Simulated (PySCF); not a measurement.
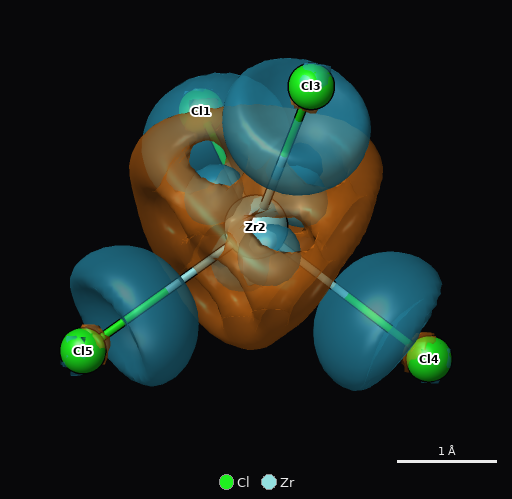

Figure. Cl₄Zr, SMILES `Cl[Zr](Cl)(Cl)Cl`. Deformation density (molecule less spherical, spin-averaged free atoms at the same positions), surfaces at ±0.05 e/Å³; light blue: gain, orange: loss.

Level of theory: PBE0/def2-SVP (PySCF), at a geometry from GFN2-xTB. Core potentials replace the inner electrons of Zr; spin–orbit coupling isn't included. This is a single-reference result, which may miss multireference character in this system. No frequency check shows the geometry to be a minimum. GFN2-xTB bond lengths at metals and heavier atoms can be off by up to 0.1 Å and shapes distorted, which carries into these values.

Coordinates in Å:

```
Cl1     -1.2732    1.2996   -1.3254
Zr2     -0.0008    0.0001   -0.0004
Cl3      1.2741    1.2993    1.3262
Cl4      1.3275   -1.2994   -1.2725
Cl5     -1.3265   -1.2998    1.2725
```

Question: How much density has each bond gained at its critical point, relative to the free atoms?

Answer: Cl1–Zr2, Zr2–Cl5, Zr2–Cl4 and Zr2–Cl3: +0.09 e/Å³ at the bond critical point (bond length 2.25 Å, Mayer order 1.3). In all, 0.9 electrons gather in the regions of gain relative to the promolecule. A small or negative value marks a very polar bond, one between electron-rich atoms, whose free-atom densities already overlap strongly, a long bond to a heavier atom, or a closed-shell contact such as a hydrogen bond.

Question: Where do the Hirshfeld charges lie?

Answer: The highest Hirshfeld charge is on Zr2 (+0.50 e), the lowest on Cl1, Cl3, Cl4 and Cl5 (−0.13 e).

The PySCF run took 17 s on 1 thread of AMD EPYC 7571, on a shared host, peak memory 0.44 GiB.
